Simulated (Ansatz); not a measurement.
# Calculations on SiH$_{3}$ClF$_{2}$

## 1. Relaxation

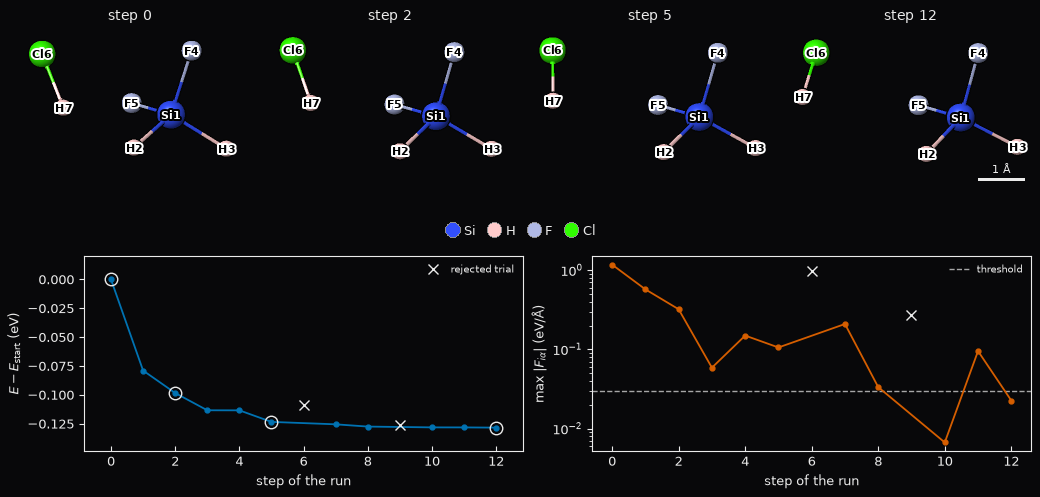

Frames of a relaxation of SiH3ClF2, marked on the history of the run. A ball-and-stick model, seen at a tilt.

The run prepares an end point of a later path (reaction) calculation, from a guessed geometry.

Method: RKS PBE0/def2-SVP in Ansatz 0.2.0. Set-up: no spin polarisation; force threshold 0.03 eV/Å; at most 50 steps.

Q: Describe the path.

A: After 10 accepted moves (12 points after the start) the energy has fallen by 0.128 eV. The largest force component goes from 1.2 to 0.023 eV/Å. The line search rejected the trial steps at points 6, 9 of the run. The forces were under the threshold at step 10, but the run went on from there. The largest move after the best rigid fit is that of H7, 1.04 Å. By element the largest moves are H 1.04 Å, Si 0.25 Å, F 0.17 Å, Cl 0.15 Å. Some distances before and after: Cl6–H7 1.330 → 1.286 Å, Si1–H2 1.470 → 1.480 Å. From step 0 to 2: H7 moves most (0.32 Å), energy −0.098 eV. From step 2 to 5: H7 moves most (0.46 Å), energy −0.025 eV. From step 5 to 12: H7 moves most (0.27 Å), energy −0.005 eV.

## 2. Relaxation

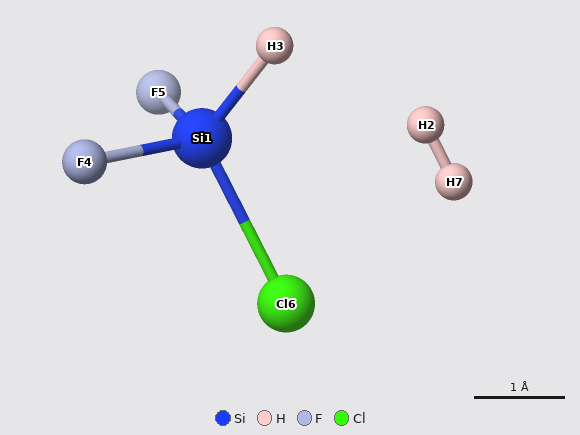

Starting structure of SiH$_{3}$ClF$_{2}$. The picture is a ball-and-stick view, seen at a tilt.

The run prepares an end point of a later path (reaction) calculation, from a guessed geometry.

Theory: Ansatz, RKS PBE0/def2-SVP.

The input:
```yaml
crystal:
  periodic: [false, false, false]
  atoms:
    - { symbol: Si, position_ang: [-0.508677, 2.0e-06, -0.381611] }
    - { symbol: H, position_ang: [0.179424, -0.000119, 2.205348] }
    - { symbol: H, position_ang: [0.752581, 1.1e-05, 0.361532] }
    - { symbol: F, position_ang: [-0.566334, 1.290092, -1.329507] }
    - { symbol: F, position_ang: [-0.566314, -1.290082, -1.329516] }
    - { symbol: Cl, position_ang: [-2.250086, -1.9e-05, 0.779678] }
    - { symbol: H, position_ang: [-0.421694, 0.000115, 2.596676] }
basis:
  gaussian: { orbitals: def2-SVP }
hamiltonian:
  xc: pbe0
relax:
  f_tol: 0.03
  max_steps: 50
```

Run as
```bash
ansatz run input.yaml --threads 1 --pin off --max-ram 2048MiB --backend cpu --events-out ev --progress --plain --runs-dir out
```

### Where does the relaxation end?

The largest move after the best rigid fit is that of H2, 1.19 Å. Largest moves by element: H 1.19 Å, F 0.33 Å, Si 0.33 Å, Cl 0.27 Å. Some distances before and after: Si1–Cl6 2.093 → 2.034 Å, H2–H7 0.717 → 0.761 Å, Si1–H3 1.464 → 1.470 Å. Bond angles that change, for instance: H3–Si1–Cl6 115.8° → 111.9°. The energy falls by 30.7 kJ/mol in 13 geometry steps. The largest force component goes from 1.6 to 0.008 eV/Å. The forces were under the threshold at step 8, but the run went on from there.

History of the run:

```csv
step,"E − E(0), kJ/mol","largest force component, eV/Å"
0,0.00,1.5621
1,-18.27,0.2489
2,-24.74,0.1878
3,-28.06,0.1013
4,-29.11,0.0940
5,-29.29,0.1221
6,-29.49,0.1414
7,-29.69,0.2386
8,-30.38,0.0200
9,-30.42,0.3188
10,-30.67,0.0388
11,-30.70,0.0050
12,-30.72,0.0360
13,-30.72,0.0080
```

The structure at the end:

```xyz
7

Si   -0.5856    0.0000   -0.6984
H     0.3274    0.0000    3.3880
H     0.6680    0.0000    0.0689
F    -0.6514    1.2929   -1.6446
F    -0.6514   -1.2929   -1.6446
Cl   -2.2172    0.0000    0.5157
H    -0.2709    0.0000    2.9175
```

The end point in the same view:

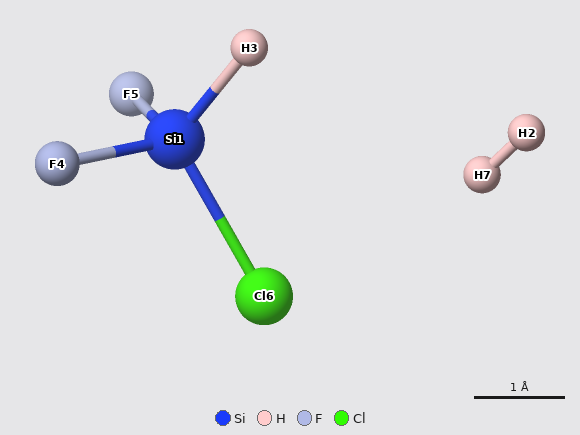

## 3. Path

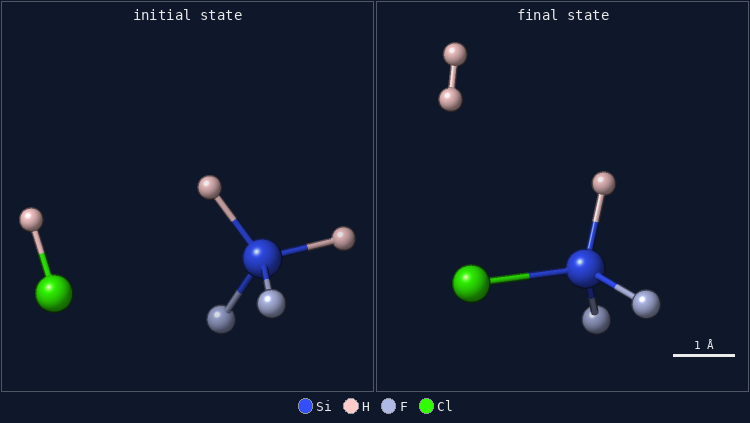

The two relaxed end points of a path for SiH3ClF2, made up at the start of SiH$_{2}$F$_{2}$ and HCl. A ball-and-stick model, seen at a tilt.

Computed with RKS PBE0/def2-SVP (Ansatz 0.2.0).

Set-up: 5 movable images; climbing image; force threshold 0.05 eV/Å; iteration limit 60.

Start:
```xyz
7

Si    0.4339    0.0000   -0.2133
H     0.4158    0.0000    1.2664
H     1.7974    0.0000   -0.7929
F    -0.3386    1.3057   -0.7544
F    -0.3386   -1.3057   -0.7544
Cl   -2.8924    0.0000    1.4701
H    -2.4586    0.0000    2.6811
```

End:
```xyz
7

Si   -0.4118    0.0000   -0.7008
H    -0.1433    0.0000    3.4777
H     0.7077    0.0000    0.2515
F    -0.3301    1.2929   -1.6458
F    -0.3301   -1.2929   -1.6458
Cl   -2.2119    0.0000    0.2457
H    -0.6614    0.0000    2.9202
```

Q: Predict the minimum-energy path and its barrier.

A: The highest point, image 3, lies 149.7 kJ/mol above the start and 226.3 kJ/mol above the end; the end is at −76.6 kJ/mol relative to the start. Breaking: Cl6–H7 (1.29 → 1.61 at the top → 3.09 Å), Si1–H2 (1.48 → 1.68 at the top → 4.19 Å). Forming: H2–H7 (3.20 → 0.97 at the top → 0.76 Å), Si1–Cl6 (3.73 → 2.40 at the top → 2.03 Å). The band is converged. At the top, the vibrational analysis gives one imaginary mode (977i cm⁻¹), as a transition state must have.

Energies of the converged images:

```json
{"image": "0", "path (Å)": "0.00", "E (kJ/mol)": "0.0"}
{"image": "1", "path (Å)": "0.84", "E (kJ/mol)": "3.0"}
{"image": "2", "path (Å)": "1.69", "E (kJ/mol)": "30.7"}
{"image": "3", "path (Å)": "2.53", "E (kJ/mol)": "149.7"}
{"image": "4", "path (Å)": "3.53", "E (kJ/mol)": "8.2"}
{"image": "5", "path (Å)": "4.53", "E (kJ/mol)": "-68.2"}
{"image": "6", "path (Å)": "5.53", "E (kJ/mol)": "-76.6"}
```

The geometry at the top of the path:

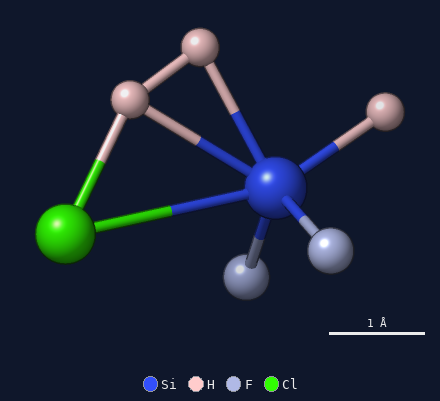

Limits of the set-up: the start holds two separate molecules, 3.2 Å apart at their closest, whose relative position is a soft coordinate and is computed without a dispersion correction.
